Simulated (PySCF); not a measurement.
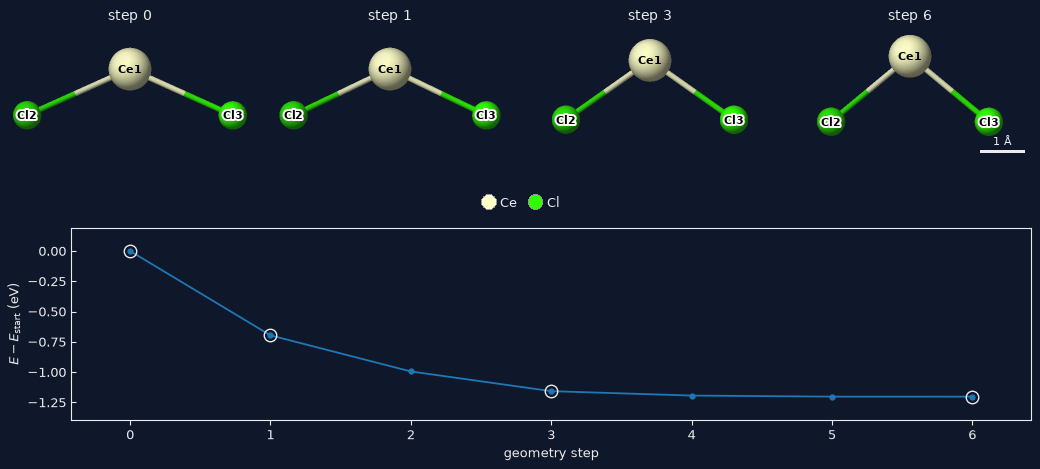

Frames of a relaxation of CeCl$_{2}$ (charge +2), marked on the history of the run. Style: ball-and-stick. Shown face on.

Theory: RKS PBE0, Ce lcecp-2-SVP with ECP46, Cl def2-SVP; non-relativistic Hamiltonian with scalar-relativistic core potentials; density fitting (PySCF). (symmetry kept (C2v))

> What happens along the run?

After 6 geometry steps the energy has fallen by 1.202 eV. Largest force component: 3 eV/Å at the start, 0.0053 eV/Å at the end. The largest moves after the best rigid fit, 0.57 Å, are those of Cl2 and Cl3. By element the largest moves are Cl 0.57 Å, Ce 0.29 Å. Some distances before and after: Ce1–Cl2 2.574 → 2.339 Å. Bond angles that change, for instance: Cl2–Ce1–Cl3 131.8° → 100.8°. The run took 13 s on 2 threads of Arm Neoverse V1 (shared host), peak memory 0.48 GiB. From step 0 to 1: Cl atoms move most (0.15 Å), energy −0.696 eV. From step 1 to 3: Cl atoms move most (0.30 Å), energy −0.461 eV. From step 3 to 6: Cl atoms move most (0.13 Å), energy −0.046 eV.

```
step  E − E(0), eV  largest force component, eV/Å
   0        0.0000                         3.0104
   1       -0.6961                         1.6257
   2       -0.9941                         1.3497
   3       -1.1568                         0.2540
   4       -1.1932                         0.5977
   5       -1.2020                         0.0487
   6       -1.2024                         0.0053
```
